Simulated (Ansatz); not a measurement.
```xyz
8

Ge    0.4052    0.8117   -0.4209
F     1.0476   -0.1782    2.6130
Cl    1.7618   -0.6484   -1.2237
Cl   -0.8870    1.5289   -1.9744
F    -0.6318   -0.1449    0.6825
S     1.2840    2.4441    0.7534
H     1.4226    1.5500    1.7938
H     0.2672   -0.3264    2.0843
```

Computed with RKS PBE/def2-SVP in Ansatz 0.2.0.

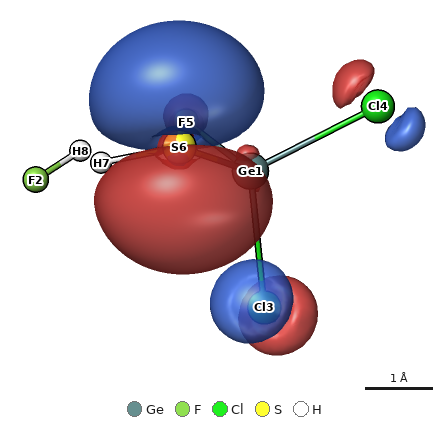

Cl₂FGeHS···HF. The HOMO at ±0.1 Å⁻³ᐟ² (blue and red are the two phases), seen from one side.

### Describe this orbital and give its energy.

It lies mainly on S6 (about 80 %) and Ge1 (about 10 %); largely a lone pair of S6. Its energy is −7.07 eV.
